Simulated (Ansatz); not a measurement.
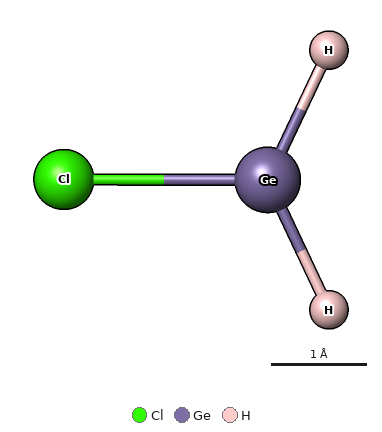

Figure 1. The structure (ball-and-stick view, seen on its broad side). Sticks mark near contacts.

**Phonon calculation of GeH2Cl**

System: GeH2Cl, multiplicity 2, SMILES [Cl][GeH2].
Method: UKS B3LYP-D4/def2-TZVP (Ansatz 0.2.0).

It belongs to a series of runs on one base structure; here: vibrations at the highest image of the band.

The program's output
```
Engine: ansatz 0.2.0, x86_64-unknown-linux-gnu
Functional definition: B3LYP
  parameter a0 = 0.2
  parameter ax = 0.72
  parameter ac = 0.81
  exchange = (1 - a0 - ax)*slater_x + ax*b88_x + a0*exact_x
  correlation = (1 - ac)*vwn_rpa_c + ac*lyp_c
740 factors; their error is unknown
mean field evaluation 1: about -69074.1522 eV, gradient 1.4e1 eV
mean field evaluation 2: about -69074.0777 eV, gradient 1.7e1 eV
mean field evaluation 4: about -69074.6619 eV, gradient 5.5e-1 eV
mean field evaluation 8: about -69074.9101 eV, gradient 9.2e-2 eV
mean field evaluation 16: about -69074.9101 eV, gradient 1.6e-5 eV
mean field -69074.91014938 eV, -2538.4561273341 hartree, gradient 1.6e-5 eV, S^2 0.753656; 0 other end points of the search recorded, 0 dependent functions left out
the calculation of the forces begins
reference -69074.91037567 eV, -2538.4561356500 hartree; 26, 25 occupied and 71, 72 virtual orbitals, 740 factors
these checks for a lower state are left out or cut short: stability, starts, cluster_reference, orbital_swaps, neighbouring_geometries, increment
740 factors; their error is unknown
mean field -69074.91008995 eV, -2538.4561251498 hartree, gradient 8.6e-7 eV, S^2 0.753655; 0 other end points of the search recorded, 0 dependent functions left out
the calculation of the forces begins
reference -69074.91031621 eV, -2538.4561334649 hartree; 26, 25 occupied and 71, 72 virtual orbitals, 740 factors
these checks for a lower state are left out or cut short: stability, starts, cluster_reference, orbital_swaps, neighbouring_geometries, increment
740 factors; their error is unknown
mean field -69074.91017341 eV, -2538.4561282171 hartree, gradient 1.2e-6 eV, S^2 0.753657; 0 other end points of the search recorded, 0 dependent functions left out
the calculation of the forces begins
reference -69074.91039972 eV, -2538.4561365340 hartree; 26, 25 occupied and 71, 72 virtual orbitals, 740 factors
these checks for a lower state are left out or cut short: stability, starts, cluster_reference, orbital_swaps, neighbouring_geometries, increment
740 factors; their error is unknown
mean field evaluation 32: about -69074.9101 eV, gradient 9.2e-5 eV
mean field -69074.91012726 eV, -2538.4561265210 hartree, gradient 9.8e-7 eV, S^2 0.753654; 0 other end points of the search recorded, 0 dependent functions left out
the calculation of the forces begins
reference -69074.91035352 eV, -2538.4561348360 hartree; 26, 25 occupied and 71, 72 virtual orbitals, 740 factors
these checks for a lower state are left out or cut short: stability, starts, cluster_reference, orbital_swaps, neighbouring_geometries, increment
740 factors; their error is unknown
mean field -69074.91007483 eV, -2538.4561245941 hartree, gradient 7.9e-7 eV, S^2 0.753658; 0 other end points of the search recorded, 0 dependent functions left out
the calculation of the forces begins
reference -69074.91030114 eV, -2538.4561329111 hartree; 26, 25 occupied and 71, 72 virtual orbitals, 740 factors
these checks for a lower state are left out or cut short: stability, starts, cluster_reference, orbital_swaps, neighbouring_geometries, increment
740 factors; their error is unknown
mean field -69074.91008362 eV, -2538.4561249175 hartree, gradient 1.2e-6 eV, S^2 0.753663; 0 other end points of the search recorded, 0 dependent functions left out
the calculation of the forces begins
reference -69074.91030996 eV, -2538.4561332351 hartree; 26, 25 occupied and 71, 72 virtual orbitals, 740 factors
these checks for a lower state are left out or cut short: stability, starts, cluster_reference, orbital_swaps, neighbouring_geometries, increment
740 factors; their error is unknown
mean field -69074.91010168 eV, -2538.4561255811 hartree, gradient 2.3e-6 eV, S^2 0.753650; 0 other end points of the search recorded, 0 dependent functions left out
the calculation of the forces begins
reference -69074.91032793 eV, -2538.4561338955 hartree; 26, 25 occupied and 71, 72 virtual orbitals, 740 factors
these checks for a lower state are left out or cut short: stability, starts, cluster_reference, orbital_swaps, neighbouring_geometries, increment
740 factors; their error is unknown
mean field -69074.91016357 eV, -2538.4561278555 hartree, gradient 2.5e-6 eV, S^2 0.753656; 0 other end points of the search recorded, 0 dependent functions left out
the calculation of the forces begins
reference -69074.91038988 eV, -2538.4561361721 hartree; 26, 25 occupied and 71, 72 virtual orbitals, 740 factors
these checks for a lower state are left out or cut short: stability, starts, cluster_reference, orbital_swaps, neighbouring_geometries, increment
740 factors; their error is unknown
mean field evaluation 64: about -69074.9101 eV, gradient 1.7e-5 eV
mean field -69074.91013384 eV, -2538.4561267628 hartree, gradient 2.5e-6 eV, S^2 0.753657; 0 other end points of the search recorded, 0 dependent functions left out
the calculation of the forces begins
reference -69074.91036011 eV, -2538.4561350781 hartree; 26, 25 occupied and 71, 72 virtual orbitals, 740 factors
WARN: phonons: modes at or below zero, which the zero-point energy, F, S and C_V leave out: 1, the lowest at -895.40 cm⁻¹. A minimum has none, and a first-order saddle one
Total energy: -69075.01573052 eV, -2538.4600073694 hartree
Atom 0 at    -1.662535    -0.134118     0.978186 Å, force    -0.012926    -0.001043     0.007605 eV/Å
Atom 1 at     0.184412     0.014880    -0.108503 Å, force     0.011991     0.000967    -0.007055 eV/Å
Atom 2 at     0.040566     0.258572    -1.594720 Å, force     0.006128    -0.001575     0.009124 eV/Å
Atom 3 at     1.437548    -0.139324     0.725037 Å, force    -0.005193     0.001650    -0.009675 eV/Å
Dipole moment:     0.297264     0.023981    -0.174902 e Å
Vibrations: -895.40 429.24 535.70 798.00 2215.35 2262.18 cm⁻¹, zero-point energy 0.386860 eV
```

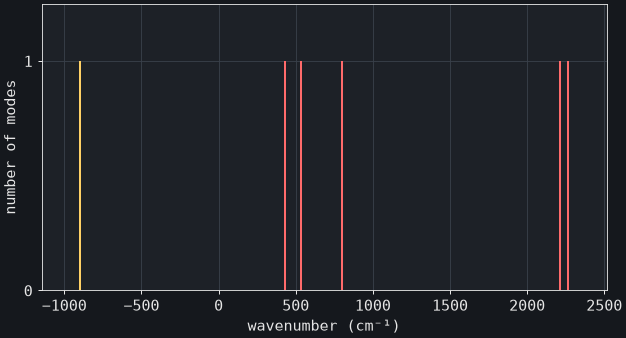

Figure 2. Harmonic vibrational wavenumbers from the force constants; neighbouring modes closer than 14 cm⁻¹ are counted in one stick, and imaginary ones are drawn at negative wavenumbers. 6 modes from 895i to 2262 cm⁻¹, 1 imaginary beyond 8i (895i cm⁻¹): a first-order saddle point, if the geometry is stationary.

This output came from the following input.

Input file
```yaml
crystal:
  periodic: [false, false, false]
  atoms:
    - { symbol: Cl, position_ang: [-1.662535, -0.134118, 0.978186] }
    - { symbol: Ge, position_ang: [0.184412, 0.01488, -0.108503] }
    - { symbol: H, position_ang: [0.040566, 0.258572, -1.59472] }
    - { symbol: H, position_ang: [1.437548, -0.139324, 0.725037] }
magnetization:
  spin_polarized: true
  initial_magnetization: 1
basis:
  gaussian: { orbitals: def2-TZVP }
hamiltonian:
  xc: b3lyp
  dispersion: d4
phonons: {}
```

Launched with:
```bash
ansatz run input.yaml --threads 2 --pin off --max-ram 3072MiB --backend cpu --events-out ev --progress --plain --runs-dir out
```

Results in brief

```csv
quantity,value
outcome,converged
total energy,−69075.0157 eV
mean-field energy,−69074.9104 eV
⟨S²⟩,0.754
largest force (length of the vector),0.015 eV/Å
hardware,"2 threads of Intel Xeon (Granite Rapids), 16 GiB of memory available, shared host"
wall time,6.3 s (CPU time 12 s)
peak memory,0.24 GiB
```
